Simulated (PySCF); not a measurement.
Consider C$_{3}$H$_{5}$BrCl$_{2}$Si$_{2}$ (SMILES ClC(Cl)[SiH2]C#C[SiH2]Br).

```xyz
13

Cl   -2.1826    1.9644   -0.2802
C    -2.3879    0.2806   -0.8173
Cl   -4.1199   -0.1119   -0.9078
Si   -1.5321   -0.9113    0.4382
C     0.2363   -0.3712    0.4276
C     1.3878    0.0033    0.4263
Si    3.1507    0.5472    0.3671
Br    4.2150   -1.0014   -0.8288
H    -2.0042    0.2331   -1.8352
H    -2.1369   -0.6771    1.7456
H    -1.6811   -2.2699   -0.0779
H     3.2980    1.7943   -0.3661
H     3.7527    0.5205    1.6908
```

Geometry: GFN2-xTB.

Method: PySCF 2.14.0, wB97X-D/def2-SVPD, SCF density, gas phase.

Question: What will maps of the electron density and electron localisation function show?

Answer: C–C (1.21 Å): ρ is about 2.8 e/Å³ halfway; the ELF peaks at about 0.90 between the atoms: a short, multiple covalent bond.
C–Cl (1.78 Å): the density is about 1.3 e/Å³ at the midpoint; the ELF peaks at about 0.90 between the atoms; a covalent bond.
C–Si (1.85 Å): ρ is about 0.95 e/Å³ halfway; the ELF peaks at about 0.95 between the atoms; a shared electron pair.
C–Si (1.93 Å): ρ is about 0.91 e/Å³ halfway; the ELF peaks at about 1 between the atoms, as expected for a shared electron pair.

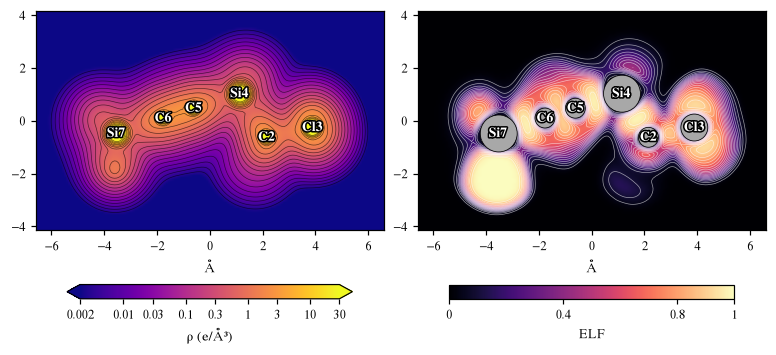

Computed electron density and electron localisation function on the plane of atoms Cl3, C2 and Si4, in this order. Grey discs cover the atomic cores in the ELF map. 
